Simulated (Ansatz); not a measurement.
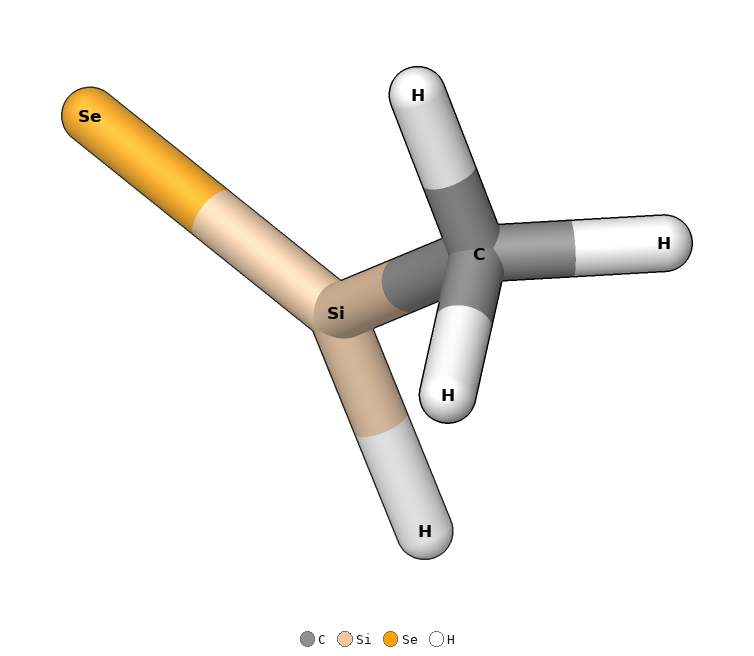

Every bond is drawn as one stick, whatever its order.

**Which formula does it have?**

CH4SeSi, 7 atoms: 1 carbon, 4 hydrogen, 1 selenium and 1 silicon.

**Which point group does it belong to?**

Cs.

**Count the bonded pairs by element.**

3 C–H, 1 C–Si, 1 Se–Si, 1 Si–H. Sticks follow a distance rule.

**How many sets of symmetry-equivalent atoms are there?**

6: 1 C, 1 Si, 1 Se, 1 H, 2 H, 1 H.

More results for the same structure follow; atom numbers are the same in all pictures, views and colours differ. The geometry was computed by an optimisation with PBE0-D4/def2-TZVP. No frequency run is at hand to confirm it as a minimum.

### Geometry

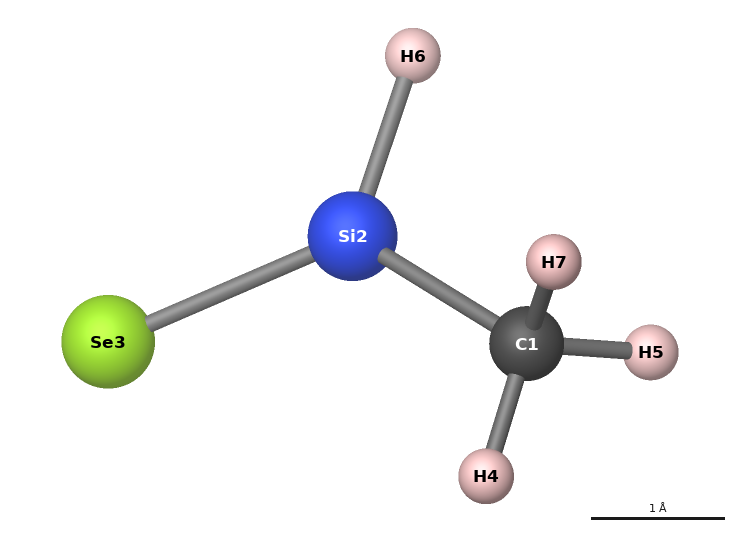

Atoms carry their numbers in the input. No frequency run is at hand to confirm it as a minimum.

What are the angles Si2–C1–H4, Si2–C1–H5, H4–C1–H5, H5–C1–H7, C1–Si2–Se3, C1–Si2–H6, Se3–Si2–H6?

| angle | degrees |
| --- | --- |
| Si2–C1–H4 | 111.3 |
| Si2–C1–H5 | 109.7 |
| H4–C1–H5 | 109.4 |
| H5–C1–H7 | 107.1 |
| C1–Si2–Se3 | 127.3 |
| C1–Si2–H6 | 109.6 |
| Se3–Si2–H6 | 123.1 |

### Electronic properties

No frequency run is at hand to confirm it as a minimum. Level of theory: RKS PBE0-D4/def2-TZVPP (Ansatz 0.2.0).

Computed properties:

- HOMO energy (Kohn–Sham orbital): −6.59 eV
- LUMO energy (Kohn–Sham orbital): −2.15 eV
- HOMO–LUMO gap: 4.45 eV
- dispersion correction: −12.2 kJ/mol

### Charges

The questions are on Mulliken charges. No frequency run is at hand to confirm it as a minimum. Properties computed with RKS PBE0-D4/def2-TZVP (Ansatz 0.2.0).

**Which atom carries the highest charge (most positive or least negative)?**

Si2 (0.30 e).

**And the lowest?**

C1 (−0.47 e).

Give the Mulliken charges atom by atom.

```json
{"atom": "C1", "value (e)": "−0.47"}
{"atom": "Si2", "value (e)": "0.30"}
{"atom": "Se3", "value (e)": "−0.31"}
{"atom": "H4", "value (e)": "0.17"}
{"atom": "H5", "value (e)": "0.15"}
{"atom": "H6", "value (e)": "0.01"}
{"atom": "H7", "value (e)": "0.15"}
```

### Dipole moment

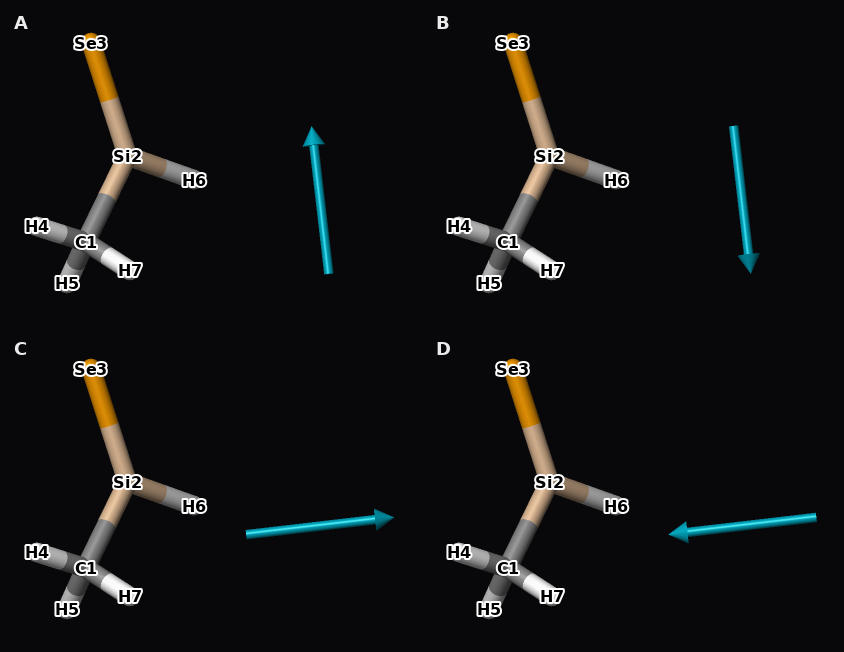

The same molecule four times, each with an arrow. No frequency run is at hand to confirm it as a minimum. Properties computed with RKS PBE0-D4/def2-TZVP (Ansatz 0.2.0).

**Which arrow points along the dipole moment, from the negative to the positive end?**

B. The dipole moment is 3.51 D; it points from the side of Se3 to the side of H5, H7 (the outermost atoms at the two ends).

Mulliken values depend strongly on the basis set and can even reverse the polarity of a bond.
